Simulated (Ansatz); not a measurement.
# Geometry relaxation, with input and output: GeH₄ClF

The run: geometry relaxation of GeH₄ClF. Method and program: RKS PBE0/def2-SVP (Ansatz 0.2.0).

It belongs to a series of runs on one base structure; here: end point B relaxed.

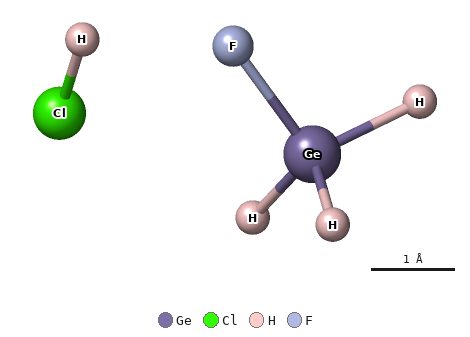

The starting structure (ball-and-stick view, seen at a tilt). Sticks mark near contacts.

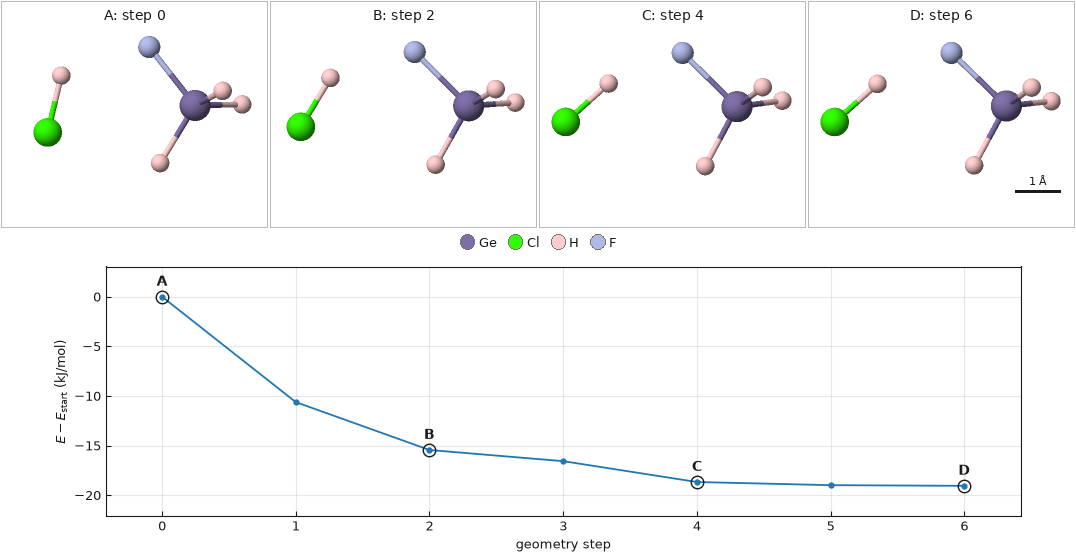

Frames of the relaxation (ball-and-stick view, seen at a tilt) above the curves, on which the letters mark them (the first geometry is step 0 here and step 1 in the log).

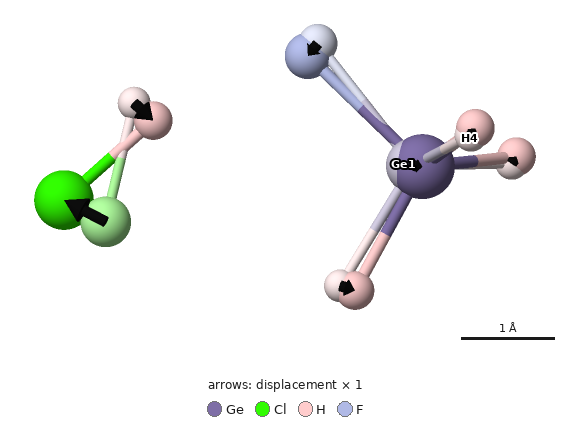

Start (faint) and end (solid) with the displacements as black arrows, at true length (ball-and-stick view, seen at a tilt). The two geometries are laid on each other by the best rigid fit. Over 6 geometry steps the energy falls by 19.1 kJ/mol. The largest force component goes from 1.2 to 0.016 eV/Å. The atom that moves furthest after the best rigid fit is Cl2 (0.52 Å). Largest moves by element: Cl 0.52 Å, H 0.29 Å, F 0.17 Å, Ge 0.10 Å. Among the contacts that change: Ge1–F6 1.718 → 1.768 Å, Cl2–H7 1.328 → 1.299 Å, Ge1–H4 1.539 → 1.533 Å. Among the angles that change: H3–Ge1–F6 110.3° → 105.4°, H4–Ge1–H5 110.9° → 112.9°. (Atoms are counted from 1 in the order of the input.)

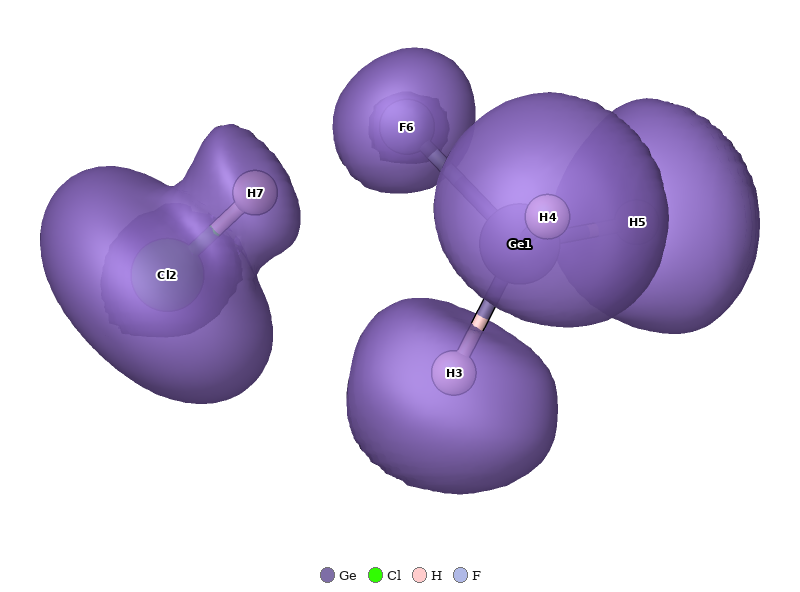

Isosurface of the ELF at 0.75 (purple), seen at a tilt. Core shells and regions of very low density are left out. Ge–F (1.77 Å): the ELF peaks at about 0.80 in the valence shell of F, 0.5 Å from its nucleus, and is about 0.20 at the midpoint.

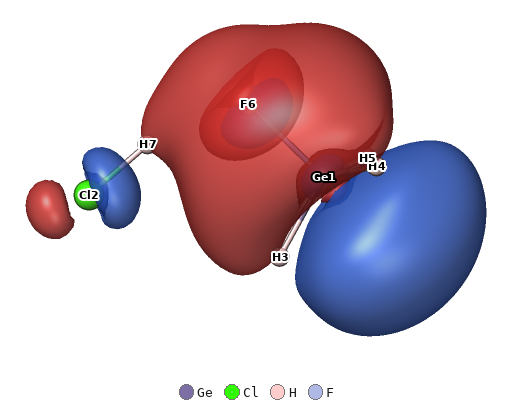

One frontier orbital at ±0.06 Å⁻³ᐟ² (blue and red are the two phases), seen face on. The LUMO, at −0.44 eV. By Hirshfeld shares it lies mainly on Ge1 (65 %) and F6 (15 %).

These pictures come from the run below.

## The input
```yaml
crystal:
  periodic: [false, false, false]
  atoms:
    - { symbol: Ge, position_ang: [-0.38967, 0.0, -0.458922] }
    - { symbol: Cl, position_ang: [0.168185, 0.0, 2.929987] }
    - { symbol: H, position_ang: [0.911402, 0.0, 0.340269] }
    - { symbol: H, position_ang: [-0.553557, 1.267097, -1.31663] }
    - { symbol: H, position_ang: [-0.553557, -1.267097, -1.31663] }
    - { symbol: F, position_ang: [-1.741139, 0.0, 0.602123] }
    - { symbol: H, position_ang: [-1.124165, 0.0, 2.623004] }
basis:
  gaussian: { orbitals: def2-SVP }
hamiltonian:
  xc: pbe0
relax:
  f_tol: 0.03
  max_steps: 50
output:
  orbitals: {}
```

Command:
```bash
ansatz run input.yaml --threads 2 --pin off --max-ram 3072MiB --backend cpu --events-out ev --progress --plain --runs-dir out
```

## Log
```
The last accepted step is kept in [file] (removed where the run ends without a failure and the disk answers)
Engine: ansatz 0.2.0, aarch64-unknown-linux-gnu
Functional definition: PBE0
  parameter a = 0.25
  parameter kappa = 0.804
  parameter beta = 0.06672455060314922
  exchange = (1 - a)*pbe_x(kappa = kappa, mu = beta*pi^2/3) + a*exact_x
  correlation = pbe_c(beta = beta)
878 factors; integrals over basis functions are off by at most 4.7e-4 eV
mean field evaluation 1: about -71794.9131 eV, gradient 3.2e1 eV
mean field evaluation 2: about -71793.0162 eV, gradient 4.8e1 eV
mean field evaluation 4: about -71796.3519 eV, gradient 1.1e0 eV
mean field evaluation 8: about -71796.3652 eV, gradient 1.7e-2 eV
mean field -71796.36522778 eV, -2638.4677567965 hartree, gradient 4.4e-5 eV, S^2 0.000000; 0 other end points of the search recorded, 0 dependent functions left out
the calculation of the forces begins
reference -71796.36525251 eV, -2638.4677577055 hartree; 31, 31 occupied and 53, 53 virtual orbitals, 878 factors
relax step   1: F+E_penalty+E_count = -71796.36522778 eV  Δ(F+E_penalty+E_count) = +0.000e0 eV  max|allowed force component| = 1.221e0 eV/Å  Δτ_max = 0.0000 Å  (25 SCF iters, accepted)
these checks for a lower state are left out or cut short: starts, cluster_reference, orbital_swaps, neighbouring_geometries, increment
878 factors; integrals over basis functions are off by at most 4.9e-4 eV
mean field evaluation 16: about -71796.4640 eV, gradient 1.9e-1 eV
mean field -71796.47526398 eV, -2638.4718005524 hartree, gradient 2.3e-5 eV, S^2 0.000000; 0 other end points of the search recorded, 0 dependent functions left out
the calculation of the forces begins
reference -71796.47528880 eV, -2638.4718014646 hartree; 31, 31 occupied and 53, 53 virtual orbitals, 878 factors
relax step   2: F+E_penalty+E_count = -71796.47526398 eV  Δ(F+E_penalty+E_count) = -1.100e-1 eV  max|allowed force component| = 1.039e0 eV/Å  Δτ_max = 0.1946 Å  (29 SCF iters, accepted)
these checks for a lower state are left out or cut short: starts, cluster_reference, orbital_swaps, neighbouring_geometries, increment
878 factors; integrals over basis functions are off by at most 5.3e-4 eV
mean field -71796.52526505 eV, -2638.4736380580 hartree, gradient 2.5e-5 eV, S^2 0.000000; 0 other end points of the search recorded, 0 dependent functions left out
the calculation of the forces begins
reference -71796.52528989 eV, -2638.4736389708 hartree; 31, 31 occupied and 53, 53 virtual orbitals, 878 factors
relax step   3: F+E_penalty+E_count = -71796.52526505 eV  Δ(F+E_penalty+E_count) = -5.000e-2 eV  max|allowed force component| = 1.455e-1 eV/Å  Δτ_max = 0.2000 Å  (28 SCF iters, accepted)
these checks for a lower state are left out or cut short: starts, cluster_reference, orbital_swaps, neighbouring_geometries, increment
878 factors; integrals over basis functions are off by at most 5.3e-4 eV
mean field evaluation 32: about -71796.5277 eV, gradient 3.1e-1 eV
mean field -71796.53692820 eV, -2638.4740666709 hartree, gradient 8.8e-6 eV, S^2 0.000000; 0 other end points of the search recorded, 0 dependent functions left out
the calculation of the forces begins
reference -71796.53695292 eV, -2638.4740675792 hartree; 31, 31 occupied and 53, 53 virtual orbitals, 878 factors
relax step   4: F+E_penalty+E_count = -71796.53692820 eV  Δ(F+E_penalty+E_count) = -1.166e-2 eV  max|allowed force component| = 5.184e-1 eV/Å  Δτ_max = 0.1963 Å  (29 SCF iters, accepted)
these checks for a lower state are left out or cut short: starts, cluster_reference, orbital_swaps, neighbouring_geometries, increment
878 factors; integrals over basis functions are off by at most 4.7e-4 eV
mean field -71796.55870499 eV, -2638.4748669529 hartree, gradient 1.2e-5 eV, S^2 0.000000; 0 other end points of the search recorded, 0 dependent functions left out
the calculation of the forces begins
reference -71796.55872927 eV, -2638.4748678453 hartree; 31, 31 occupied and 53, 53 virtual orbitals, 878 factors
relax step   5: F+E_penalty+E_count = -71796.55870499 eV  Δ(F+E_penalty+E_count) = -2.178e-2 eV  max|allowed force component| = 2.759e-1 eV/Å  Δτ_max = 0.1305 Å  (28 SCF iters, accepted)
these checks for a lower state are left out or cut short: starts, cluster_reference, orbital_swaps, neighbouring_geometries, increment
878 factors; integrals over basis functions are off by at most 4.6e-4 eV
mean field -71796.56199098 eV, -2638.4749877110 hartree, gradient 9.8e-6 eV, S^2 0.000000; 0 other end points of the search recorded, 0 dependent functions left out
the calculation of the forces begins
reference -71796.56201530 eV, -2638.4749886047 hartree; 31, 31 occupied and 53, 53 virtual orbitals, 878 factors
relax step   6: F+E_penalty+E_count = -71796.56199098 eV  Δ(F+E_penalty+E_count) = -3.286e-3 eV  max|allowed force component| = 3.563e-2 eV/Å  Δτ_max = 0.0425 Å  (28 SCF iters, accepted)
these checks for a lower state are left out or cut short: starts, cluster_reference, orbital_swaps, neighbouring_geometries, increment
878 factors; integrals over basis functions are off by at most 4.6e-4 eV
mean field -71796.56268512 eV, -2638.4750132199 hartree, gradient 9.7e-6 eV, S^2 0.000000; 0 other end points of the search recorded, 0 dependent functions left out
the calculation of the forces begins
reference -71796.56270943 eV, -2638.4750141135 hartree; 31, 31 occupied and 53, 53 virtual orbitals, 878 factors
relax step   7: F+E_penalty+E_count = -71796.56268512 eV  Δ(F+E_penalty+E_count) = -6.941e-4 eV  max|allowed force component| = 1.563e-2 eV/Å  Δτ_max = 0.0300 Å  (29 SCF iters, accepted)
878 factors; integrals over basis functions are off by at most 4.6e-4 eV
mean field evaluation 64: about -71796.5627 eV, gradient 9.7e-6 eV
mean field -71796.56268512 eV, -2638.4750132199 hartree, gradient 9.7e-6 eV, S^2 0.000000; 1 other end points of the search recorded, 0 dependent functions left out
the calculation of the forces begins
reference -71796.56270943 eV, -2638.4750141135 hartree; 31, 31 occupied and 53, 53 virtual orbitals, 878 factors
Total energy: -71796.56270943 eV, -2638.4750141135 hartree
Atom 0 at    -0.377982    -0.000000    -0.557409 Å, force    -0.015634     0.000000    -0.007819 eV/Å
Atom 1 at    -0.073808     0.000000     3.390855 Å, force    -0.009124    -0.000000    -0.010085 eV/Å
Atom 2 at     0.964909    -0.000000     0.177104 Å, force     0.012721    -0.000000    -0.000991 eV/Å
Atom 3 at    -0.629940     1.277529    -1.365751 Å, force     0.001188    -0.001550     0.003985 eV/Å
Atom 4 at    -0.629940    -1.277529    -1.365751 Å, force     0.001188     0.001550     0.003985 eV/Å
Atom 5 at    -1.608197    -0.000000     0.712121 Å, force     0.009133     0.000000     0.004442 eV/Å
Atom 6 at    -0.927544     0.000000     2.412031 Å, force     0.000529     0.000000     0.006483 eV/Å
Dipole moment:     0.128377    -0.000000    -0.716524 e Å
```

## Trajectory as extended XYZ (Å, eV, eV/Å), 7 frames, from step=1 to step=7
```
7
Properties=species:S:1:pos:R:3:forces:R:3 step=1 energy=-71796.36523
Ge   -0.3897    0.0000   -0.4589    0.8860   0.0000  -1.2211
Cl    0.1682    0.0000    2.9300   -1.0658   0.0000   0.2412
H     0.9114    0.0000    0.3403   -0.0407   0.0000  -0.0543
H    -0.5536    1.2671   -1.3166    0.0031  -0.0047   0.0433
H    -0.5536   -1.2671   -1.3166    0.0031   0.0047   0.0433
F    -1.7411    0.0000    0.6021   -0.8967   0.0000   0.8599
H    -1.1242    0.0000    2.6230    1.1110   0.0000   0.0878
7
Properties=species:S:1:pos:R:3:forces:R:3 step=2 energy=-71796.47526
Ge   -0.3970    0.0000   -0.5142    0.4574   0.0000  -0.4782
Cl    0.1366    0.0000    3.1220   -1.0266   0.0000  -0.2544
H     0.9026    0.0000    0.2891    0.0067   0.0000   0.0349
H    -0.5627    1.2829   -1.3398   -0.0391  -0.0222  -0.0317
H    -0.5627   -1.2829   -1.3398   -0.0391   0.0222  -0.0317
F    -1.7240    0.0000    0.6126   -0.3981   0.0000   0.4746
H    -1.0753    0.0000    2.5733    1.0389   0.0000   0.2865
7
Properties=species:S:1:pos:R:3:forces:R:3 step=3 energy=-71796.52527
Ge   -0.3805    0.0000   -0.5645   -0.0397   0.0000  -0.0646
Cl    0.0366    0.0000    3.2952   -0.0901   0.0000   0.0647
H     0.9496    0.0000    0.1893    0.0351   0.0000   0.0027
H    -0.5952    1.2688   -1.4106   -0.0353  -0.0507   0.1223
H    -0.5952   -1.2688   -1.4106   -0.0353   0.0507   0.1223
F    -1.6294    0.0000    0.6846    0.0199   0.0000  -0.1396
H    -1.0684    0.0000    2.6198    0.1455   0.0000  -0.1079
7
Properties=species:S:1:pos:R:3:forces:R:3 step=4 energy=-71796.53693
Ge   -0.3756    0.0000   -0.5858   -0.1123   0.0000  -0.0069
Cl   -0.0639    0.0000    3.4638   -0.4893   0.0000  -0.4491
H     0.9754    0.0000    0.1349    0.0157   0.0000  -0.0437
H    -0.6297    1.2632   -1.4342   -0.0143  -0.0682   0.1982
H    -0.6297   -1.2632   -1.4342   -0.0143   0.0682   0.1982
F    -1.5667    0.0000    0.7318    0.0961   0.0000  -0.2748
H    -0.9923    0.0000    2.5268    0.5184   0.0000   0.3782
7
Properties=species:S:1:pos:R:3:forces:R:3 step=5 energy=-71796.55871
Ge   -0.3624    0.0000   -0.5494   -0.2759   0.0000  -0.1259
Cl   -0.0740    0.0000    3.3896   -0.1502   0.0000  -0.1727
H     0.9822    0.0000    0.1752    0.0356   0.0000   0.0324
H    -0.6414    1.2709   -1.3648    0.0740  -0.0142   0.0425
H    -0.6414   -1.2709   -1.3648    0.0740   0.0142   0.0425
F    -1.6089    0.0000    0.7087    0.1061   0.0000   0.0233
H    -0.9366    0.0000    2.4087    0.1364   0.0000   0.1579
7
Properties=species:S:1:pos:R:3:forces:R:3 step=6 energy=-71796.56199
Ge   -0.3813    0.0000   -0.5542    0.0063   0.0000   0.0356
Cl   -0.0578    0.0000    3.3750    0.0022   0.0000   0.0061
H     0.9504    0.0000    0.2033   -0.0003   0.0000  -0.0349
H    -0.6248    1.2754   -1.3671    0.0009   0.0141   0.0039
H    -0.6248   -1.2754   -1.3671    0.0009  -0.0141   0.0039
F    -1.6215    0.0000    0.7061    0.0081   0.0000  -0.0027
H    -0.9226    0.0000    2.4071   -0.0182   0.0000  -0.0120
7
Properties=species:S:1:pos:R:3:forces:R:3 step=7 energy=-71796.56268
Ge   -0.3780    0.0000   -0.5574   -0.0156   0.0000  -0.0078
Cl   -0.0738    0.0000    3.3909   -0.0091   0.0000  -0.0101
H     0.9649    0.0000    0.1771    0.0127   0.0000  -0.0010
H    -0.6299    1.2775   -1.3658    0.0012  -0.0015   0.0040
H    -0.6299   -1.2775   -1.3658    0.0012   0.0015   0.0040
F    -1.6082    0.0000    0.7121    0.0091   0.0000   0.0044
H    -0.9275    0.0000    2.4120    0.0005   0.0000   0.0065
```

## Results in brief

```tsv
quantity	value
outcome	converged
total energy	−71796.5627 eV
mean-field energy	−71796.5627 eV
largest force (length of the vector) at the end	0.017 eV/Å
hardware	2 threads of Arm Neoverse V1, 24 GiB of memory available, shared host
wall time	14 s (CPU time 26 s)
peak memory	0.17 GiB
```
